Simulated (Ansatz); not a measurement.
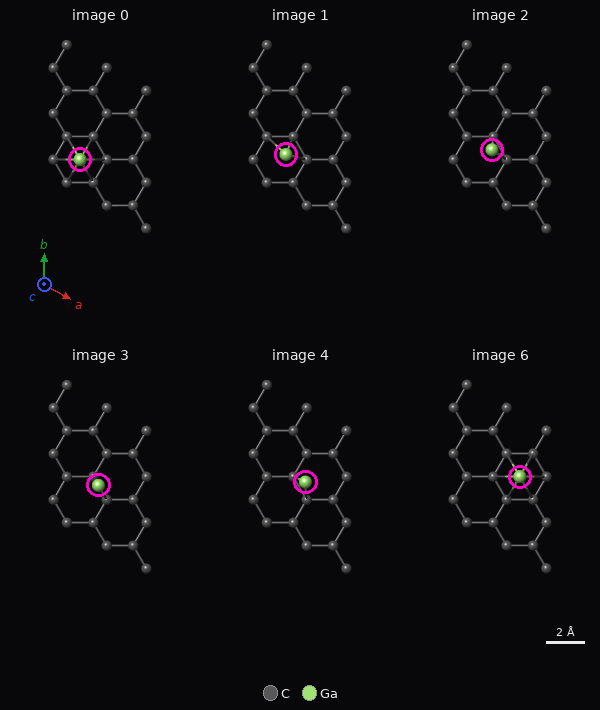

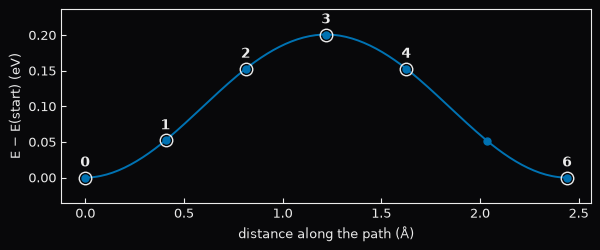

NEB run on Ga on graphene monolayer (19 atoms in the cell). Images are numbered from 0 (start) to 6 (end). Style: ball-and-stick. Shown: the simulation cell, with the vacuum cut short (origin moved), along the c axis. The moving atom is ringed, with any periodic copies. Bonds to atoms that aren't drawn are left out.

Method: DFT LDA, scalar-relativistic, plane waves, PAW in Ansatz. Set-up: plane-wave cutoff 420 eV; k-point mesh 2 × 2 × 1; Gaussian smearing 0.02 eV; spin collinear; 5 movable images; climbing image; force threshold 0.05 eV/Å; iteration limit 80; starting path by image-dependent pair potential.

Q: What happens along the path, and what is the barrier?

A: The two ends have the same energy, and the highest point, image 3, lies 0.201 eV above the start. The adsorbate starts on a hollow site and hops by a lattice vector of the surface; other mechanisms, such as exchange with a surface atom, weren't searched. The Ga atom travels furthest, 2.47 Å from end to end, on a path that bends up to 0.18 Å away from the straight line. At the highest image its nearest neighbour (C) is 2.27 Å away, against 2.53 Å at the start, and the surrounding atoms stand up to 0.05 Å off the mean of their end positions. The band converged in 4 iterations. The largest component of the band force went from 1.1 to 0.035 eV/Å. The climbing image converged on the top of the path. A check of its curvatures didn't confirm a first-order saddle.

Limits of the set-up: the k-point mesh is coarse for a cell with partly filled bands; the periodic images lie only 7.4 Å apart, so the values are limited by the cell's size.
